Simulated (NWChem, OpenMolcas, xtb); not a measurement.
How methods differ on SnCl2 (SMILES [Cl][Sn][Cl])

SnCl2: 3 atoms, total charge 0, spin state singlet. As SMILES, `[Cl][Sn][Cl]`. Geometry: relaxed at PBE0-D4/def2-TZVP.

```xyz
3

Cl    1.1542    1.2207    0.7560
Sn   -0.7969    0.5189   -0.3766
Cl   -0.3682   -1.8045   -0.3926
```

Each level gives the vertical ionisation energy (to the doublet cation) (eV). The values are calculated.

| level | kind | program | value (eV) | less CCSD(T)/def2-SVP | CPU time (all runs) |
| --- | --- | --- | --- | --- | --- |
| GFN1-xTB | semi-empirical | xtb | 15.05 | +5.38 | under 2 s |
| HF/def2-SVP (core potential) | Hartree–Fock | OpenMolcas | 9.42 | -0.25 | 7.9 s |
| SVWN5/def2-SVP (core potential) | LDA | OpenMolcas | 10.01 | +0.34 | 21 s |
| PBE/def2-SVP (core potential) | GGA | NWChem | 9.79 | +0.12 | 1.9 min |
| r2SCAN/def2-SVP (core potential) | meta-GGA | OpenMolcas | 10.02 | +0.35 | 34 s |
| B3LYP/def2-SVP (core potential) | global hybrid | OpenMolcas | 9.99 | +0.32 | 29 s |
| BHLYP/def2-SVP (core potential) | global hybrid | OpenMolcas | 10.06 | +0.39 | 24 s |
| MP2/def2-SVP (core potential) | perturbation theory | NWChem | 9.76 | +0.09 | 39 s |
| CCSD(T)/def2-SVP (core potential), open shells restricted | coupled cluster or CI | OpenMolcas | 9.67 | 0.00 | 30 s |
| CCSD(T)/def2-SVP (core potential) | coupled cluster or CI | NWChem | 9.67 | 0.00 | 1.7 min |

CCSD(T)/def2-SVP (core potential), open shells restricted is the highest level here, not the true value. Spin-orbit coupling, which can split open shells on such heavy atoms by tenths of an eV, is left out. The values span 9.42 to 15.05 eV. The xTB values lack the empirical shift that such differences need. In the correlated wave-function rows the outer d shell of Sn is correlated, in sets not made for it. Times are those of the runs behind each value, whatever else they computed, on shared processors of several kinds: orders of magnitude only.

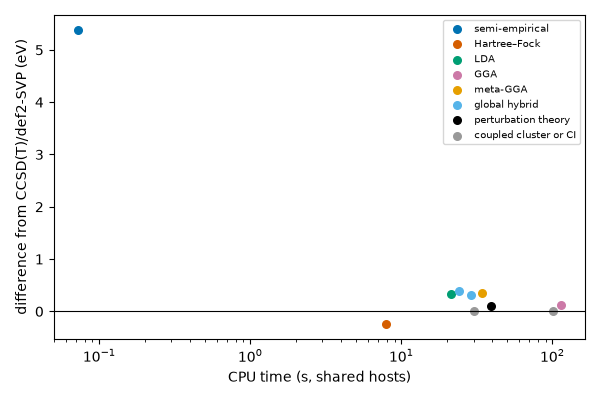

Difference from CCSD(T)/def2-SVP against processor time, one point a level.
